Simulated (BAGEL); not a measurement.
**C2H6S (dimethyl sulfide) at HF/STO-3G (density fitting with qzvpp-jkfit)**

Aim: the vertical singlet–triplet gap of C2H6S (dimethyl sulfide) at HF/STO-3G (density fitting with qzvpp-jkfit), from 2 runs. 

The results are computed with BAGEL 1.2.2.

## Step 1: The structure to begin with

The species is C2H6S (9 atoms), meant as a singlet with charge 0. As SMILES, `CSC`. The coordinates come from a PBE0-D4/def2-TZVP relaxation.

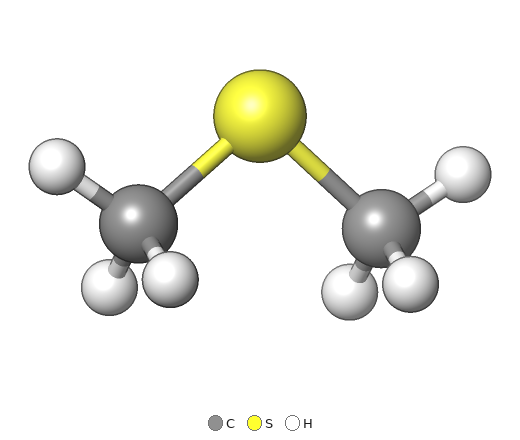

Viewed from a chosen angle; carbon grey, sulfur yellow, hydrogen white.

## Step 2: A single-point energy at HF/STO-3G (density fitting with qzvpp-jkfit)

Contents of hf.json:

```json
{ "bagel": [

{
  "title": "molecule",
  "basis": "sto-3g",
  "df_basis": "qzvpp-jkfit",
  "angstrom": true,
  "geometry": [
    { "atom": "C", "xyz": [      -0.474900,       1.046900,      -0.732500 ] },
    { "atom": "S", "xyz": [       0.826500,      -0.185400,      -0.836000 ] },
    { "atom": "C", "xyz": [       0.522600,      -1.063400,       0.700100 ] },
    { "atom": "H", "xyz": [      -1.461300,       0.579200,      -0.706700 ] },
    { "atom": "H", "xyz": [      -0.404700,       1.666000,      -1.627400 ] },
    { "atom": "H", "xyz": [      -0.347400,       1.684100,       0.145100 ] },
    { "atom": "H", "xyz": [      -0.474300,      -1.508800,       0.710500 ] },
    { "atom": "H", "xyz": [       1.262800,      -1.861300,       0.767400 ] },
    { "atom": "H", "xyz": [       0.639300,      -0.403800,       1.562500 ] }
  ]
},

{ "title": "hf" },

{ "title": "print", "file": "orbitals.molden", "orbitals": true }

]}
```

The run is started by

```
$ BAGEL_NUM_THREADS=1 BAGEL hf.json > hf.out
```

Output:

```text
* using 1 threads per process

  ===============================================================
  ===============================================================

  *** Geometry ***

  { "atom" : "C", "xyz" : [     -0.897431,      1.978354,     -1.384224 ] },
  { "atom" : "S", "xyz" : [      1.561859,     -0.350355,     -1.579811 ] },
  { "atom" : "C", "xyz" : [      0.987571,     -2.009535,      1.322997 ] },
  { "atom" : "H", "xyz" : [     -2.761457,      1.094529,     -1.335469 ] },
  { "atom" : "H", "xyz" : [     -0.764772,      3.148284,     -3.075340 ] },
  { "atom" : "H", "xyz" : [     -0.656491,      3.182488,      0.274199 ] },
  { "atom" : "H", "xyz" : [     -0.896297,     -2.851219,      1.342650 ] },
  { "atom" : "H", "xyz" : [      2.386346,     -3.517347,      1.450176 ] },
  { "atom" : "H", "xyz" : [      1.208102,     -0.763071,      2.952697 ] },

  Number of auxiliary basis functions:      386

  Since a DF basis is specified, we compute 2- and 3-index integrals:
    o Being stored without compression. Storage requirement is 0.002 GB

  Number of basis functions:       25
  Number of electrons      :       34

    * METHOD: MOLECULE                             0.10

  *** RHF ***

  === Nuclear Repulsion ===
   111.3970658976

      * DIIS with orbital gradients will be used.

  === RHF iteration (sto-3g) ===
      0       -471.44496945          0.01222970           0.01
      1       -471.48000899          0.00342898           0.01
      2       -471.48242659          0.00071041           0.01
      3       -471.48259073          0.00003719           0.01
      4       -471.48259135          0.00000612           0.01
      5       -471.48259136          0.00000074           0.01
      6       -471.48259136          0.00000010           0.01
      7       -471.48259136          0.00000001           0.01
      8       -471.48259136          0.00000000           0.01
    * SCF iteration converged.

    * Permanent dipole moment:
           (    0.239723,    -0.052900,    -0.244839) a.u.

    * METHOD: HF                                   0.16

    * METHOD: PRINT                                0.00

  ===============================================================
```

Run time: 0.4 s. Hardware: 1 thread of Arm Neoverse V1, shared host.

## Step 3: The triplet, same level

Contents of input.json:

```json
{ "bagel" : [

{
  "title" : "molecule",
  "basis" : "sto-3g",
  "df_basis" : "qzvpp-jkfit",
  "angstrom" : "true",
  "geometry" : [
    { "atom" : "C", "xyz" : [   -0.474900,    1.046900,   -0.732500 ] },
    { "atom" : "S", "xyz" : [    0.826500,   -0.185400,   -0.836000 ] },
    { "atom" : "C", "xyz" : [    0.522600,   -1.063400,    0.700100 ] },
    { "atom" : "H", "xyz" : [   -1.461300,    0.579200,   -0.706700 ] },
    { "atom" : "H", "xyz" : [   -0.404700,    1.666000,   -1.627400 ] },
    { "atom" : "H", "xyz" : [   -0.347400,    1.684100,    0.145100 ] },
    { "atom" : "H", "xyz" : [   -0.474300,   -1.508800,    0.710500 ] },
    { "atom" : "H", "xyz" : [    1.262800,   -1.861300,    0.767400 ] },
    { "atom" : "H", "xyz" : [    0.639300,   -0.403800,    1.562500 ] }
  ]
},
{ "title" : "uhf", "nopen" : 2 },
{ "title" : "print", "file" : "orbitals.molden", "orbitals" : "true" }

]}
```

The run is started by

```
$ BAGEL_NUM_THREADS=1 BAGEL input.json > input.out
```

Output:

```text
* using 1 threads per process

  ===============================================================
  ===============================================================

  *** Geometry ***

  { "atom" : "C", "xyz" : [     -0.897431,      1.978354,     -1.384224 ] },
  { "atom" : "S", "xyz" : [      1.561859,     -0.350355,     -1.579811 ] },
  { "atom" : "C", "xyz" : [      0.987571,     -2.009535,      1.322997 ] },
  { "atom" : "H", "xyz" : [     -2.761457,      1.094529,     -1.335469 ] },
  { "atom" : "H", "xyz" : [     -0.764772,      3.148284,     -3.075340 ] },
  { "atom" : "H", "xyz" : [     -0.656491,      3.182488,      0.274199 ] },
  { "atom" : "H", "xyz" : [     -0.896297,     -2.851219,      1.342650 ] },
  { "atom" : "H", "xyz" : [      2.386346,     -3.517347,      1.450176 ] },
  { "atom" : "H", "xyz" : [      1.208102,     -0.763071,      2.952697 ] },

  Number of auxiliary basis functions:      386

  Since a DF basis is specified, we compute 2- and 3-index integrals:
    o Being stored without compression. Storage requirement is 0.002 GB

  Number of basis functions:       25
  Number of electrons      :       34

    * METHOD: MOLECULE                             0.11

  *** Open-shell HF ***

  === Nuclear Repulsion ===
   111.3970658976

      * DIIS with orbital gradients will be used.

  === UHF iteration (sto-3g) ===
      0       -471.16093731          0.01619437           0.03
      1       -471.19009093          0.00467107           0.02
      2       -471.19316449          0.00140476           0.02
      3       -471.19377738          0.00034428           0.02
      4       -471.19388036          0.00014128           0.02
      5       -471.19393282          0.00005107           0.02
      6       -471.19394261          0.00000806           0.02
      7       -471.19394282          0.00000359           0.02
      8       -471.19394287          0.00000169           0.02
      9       -471.19394288          0.00000167           0.02
     10       -471.19394288          0.00000174           0.02
     11       -471.19394286          0.00000103           0.02
     12       -471.19394286          0.00000024           0.02
     13       -471.19394286          0.00000015           0.02
     14       -471.19394286          0.00000006           0.02
     15       -471.19394286          0.00000003           0.02
     16       -471.19394286          0.00000002           0.02
     17       -471.19394286          0.00000000           0.02
    * SCF iteration converged.

    * S^2 (UHF) is 2.0204

    * Permanent dipole moment:
           (   -0.082692,     0.018048,     0.084778) a.u.

    * METHOD: UHF                                  0.44

    * METHOD: PRINT                                0.00

  ===============================================================
```

Run time: 0.69 s. Hardware: 1 thread of Arm Neoverse V1, shared host.

## Step 4: Summary of results

Level: HF/STO-3G (density fitting with qzvpp-jkfit).

| quantity | value |
| --- | --- |
| singlet: total energy | -471.48259 Eh |
| singlet: dipole moment | 0.88 D |
| singlet: HOMO energy | -6.65 eV |
| singlet: LUMO energy | 12.72 eV |
| singlet: HOMO–LUMO gap | 19.38 eV |
| triplet: total energy | -471.19394 Eh |
| triplet: dipole moment | 0.30 D |
| triplet: ⟨S²⟩ | 2.020 |
| vertical energy of the triplet above the singlet | 7.855 eV |

In words: At this shape the triplet lies 7.85 eV (758 kJ/mol) above the singlet. In a minimal basis such a difference can be off by several eV, whatever the method.
